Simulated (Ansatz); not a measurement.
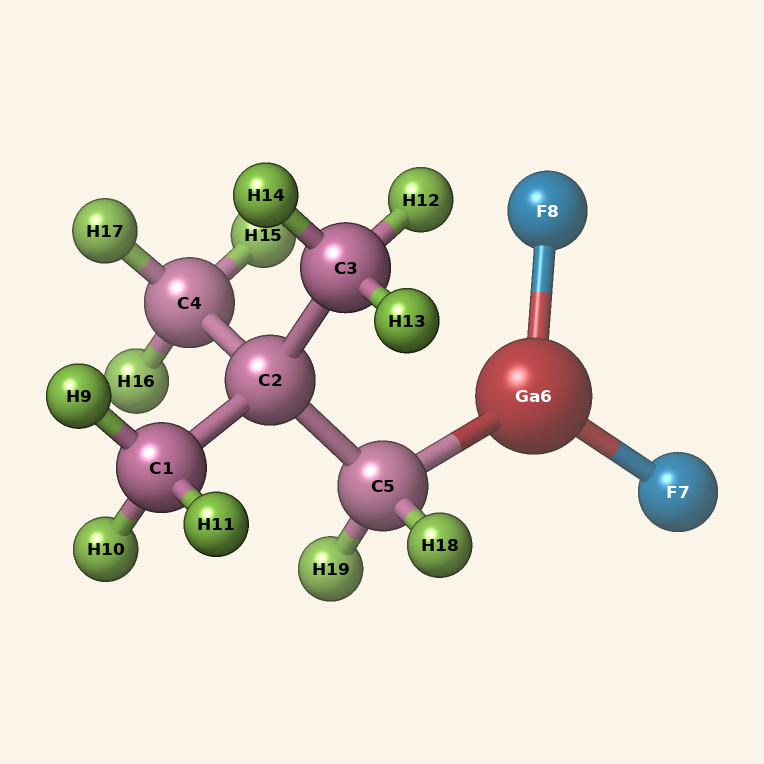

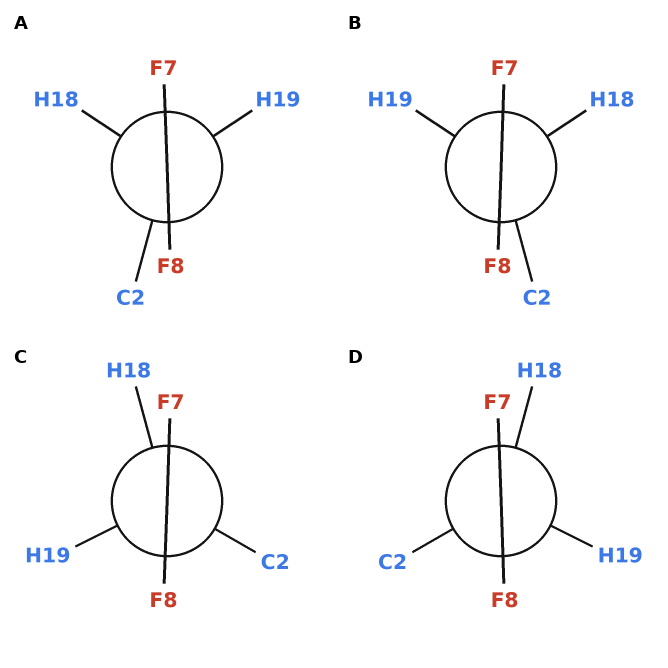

Depth is shown by fading: the farther an atom, the more it takes the colour of the background. Bonds that would overlap in a projection are set slightly apart. The geometry was computed by an optimisation with PBE0-D4/def2-TZVP. No frequency run is at hand to confirm it as a minimum.

### Which Newman projection shows the view along Ga6–C5, with Ga6 in front?

B. The torsion angle F7–Ga6–C5–C2 is 178°, antiperiplanar (anti).
